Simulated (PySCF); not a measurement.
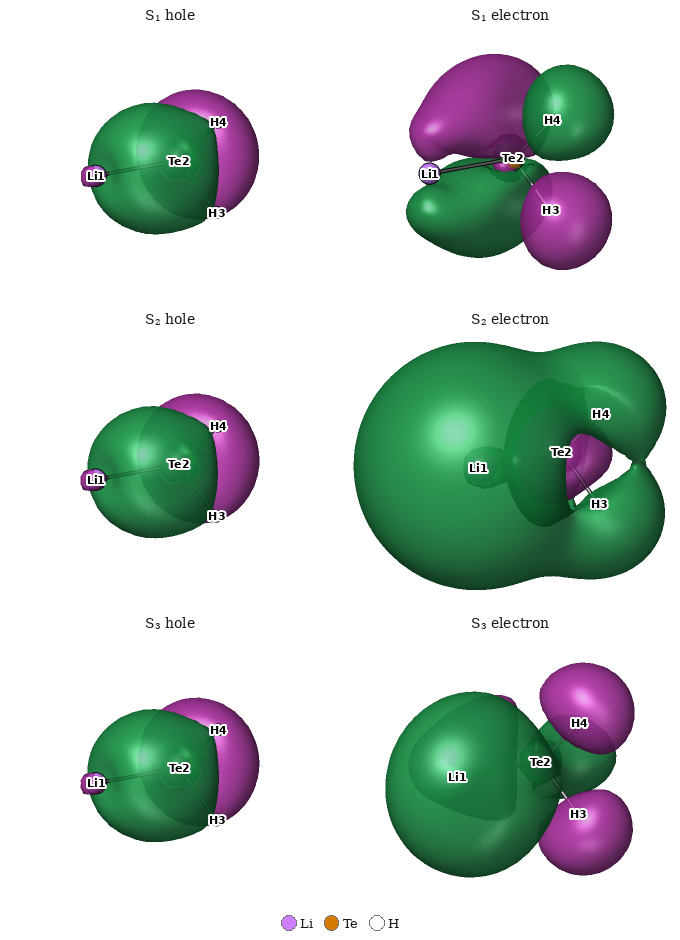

H2LiTe, charge +1, SMILES `[Li+].[TeH2]`. Leading natural transition orbitals (TDA singlet states).

PySCF calculation, ωB97X/def2-SVP, gas phase; geometry: an unrelaxed start of a pair search. Core potentials replace the inner electrons of Te; spin–orbit coupling isn't included. Without diffuse functions Rydberg states are missing, so the states' numbers hold for this basis only.

Input

```python
import numpy as np
from pyscf import gto, scf, dft, tdscf
from pyscf.scf import atom_ks, atom_hf
from scipy.linalg import block_diag

def solve(mol, dm0=None, hcore=None):
    mf = (dft.UKS if mol.spin else dft.RKS)(mol, xc='wb97x')
    mf.grids.level = 3
    mf = mf.density_fit(auxbasis='def2-universal-jkfit')
    mf.conv_tol, mf.max_cycle = 1e-8, 80
    if hcore is not None:
        mf.get_hcore = lambda *args: hcore
    mf.kernel(dm0)
    if not mf.converged:
        mf = mf.newton().run(mf.mo_coeff, mf.mo_occ, max_cycle=30)
    assert mf.converged, 'SCF not converged'
    return mf

mol = gto.M(atom='''
Li     2.59236     0.00873     0.07452
Te    -0.13360    -0.00785    -0.04552
H     -0.39882     1.30653     0.87890
H     -0.43120    -0.92446     1.26436
''', basis='def2-svp', ecp={'Te': 'def2-svp'}, charge=1, spin=0, verbose=4)
mf = solve(mol)
td = mf.TDA()
td.nstates, td.singlet, td.conv_tol = 5, True, 1e-5
td.kernel()
td.analyze()
x, y = np.array([p[0] for p in td.xy]), np.array([p[1] + 0 * p[0] for p in td.xy])
f, mu = td.oscillator_strength(), td.transition_dipole()
nto = [td.get_nto(state=i + 1, verbose=4) for i in range(len(td.e))]
# spherically averaged free atoms, for the promolecule
atom_ks.AtomSphAverageRKS.init_guess_by_vsap = lambda self, mol=None: self.init_guess_by_minao(mol)  # core potentials
atm = atom_ks.get_atm_nrks(mol, xc='wb97x')
pro = block_diag(*[(atm[a[0]][2] * atm[a[0]][3]) @ atm[a[0]][2].T for a in mol._atom])
np.savez('result.npz', e=td.e, f=f, ok=td.converged, w=[n[0] for n in nto], nto=[n[1] for n in nto], x=x, y=y, c=mf.mo_coeff, occ=mf.mo_occ, eps=mf.mo_energy, pro=pro, mu=mu)
```

Run with:

```sh
OMP_NUM_THREADS=1 python input.py
```

The run took 16 s on 1 thread of Arm Neoverse V2, on a shared host, peak memory 0.27 GiB.

Give the energy and character of each state.

Answer. By state:
- S₁: 5.18 eV (239 nm), f = 0.000 (very weak), ligand-centred; the leading pair carries 100 %; hole on Te2 (86 %) and Li1 (9 %), electron on Te2 (62 %), H3 and H4 (14 % each) and Li1 (10 %); their centroids lie 0.1 Å apart.
- S₂: 6.28 eV (197 nm), f = 0.130 (bright), partly diffuse acceptor orbital, which a basis without diffuse functions describes poorly; the leading pair carries 100 %; hole on Te2 (85 %) and Li1 (9 %), electron on Li1 (61 %), Te2 (26 %) and H3 and H4 (6 % each) (atom shares of so diffuse an orbital are rough); their centroids lie 1.9 Å apart.
- S₃: 7.09 eV (175 nm), f = 0.147 (bright), partly diffuse acceptor orbital, which a basis without diffuse functions describes poorly; the leading pair carries 98 %; hole on Te2 (85 %) and Li1 (9 %), electron on Li1 (56 %), Te2 (29 %) and H3 and H4 (8 % each) (atom shares of so diffuse an orbital are rough); their centroids lie 1.8 Å apart.
